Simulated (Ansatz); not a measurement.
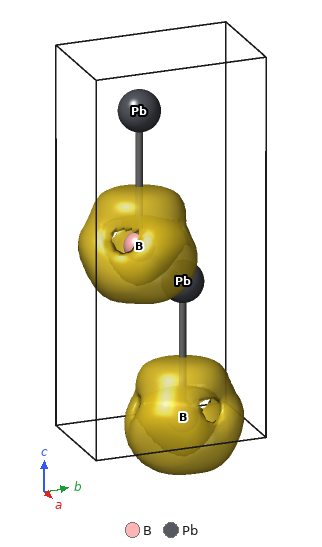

BPb. Isosurface of the ELF at 0.65 (yellow), seen slightly off an axis. Only the valence region is drawn (cores and ρ < 0.01 e/Å³ removed). Sticks mark near contacts.

Space group P6₃mc; started from the wurtzite_186 prototype, which need not be the ambient phase.

These are results of DFT PBE, scalar-relativistic, plane waves, PAW (Ansatz), not measurements.

Core electrons are frozen (PAW), and the valence fields are smoothed inside the atomic spheres.

```xyz
4
Lattice="3.8257 0.0000 0.0000 -1.9128 3.3131 0.0000 0.0000 0.0000 6.6083" Properties=species:S:1:pos:R:3 pbc="T T T"
B     0.0000    2.2088    0.0869
B     1.9129    1.1044    3.3911
Pb    0.0000    2.2088    2.4381
Pb    1.9129    1.1044    5.7423
```

Q: What do the ELF domains correspond to?

A: The surface consists of two regions wrapped around B (the valence shell of each), counted in one cell of 4 atoms. Any copies at cell faces, edges or corners count once. Along the contacts the grid gives the following. B–Pb (2.35 Å): the ELF peaks at about 0.85 in the valence shell of B, 0.7 Å from its nucleus, and is about 0.45 at the midpoint. B–Pb (2.41 Å): the ELF peaks at about 0.80 in the valence shell of B, 0.8 Å from its nucleus, and is about 0.40 at the midpoint.
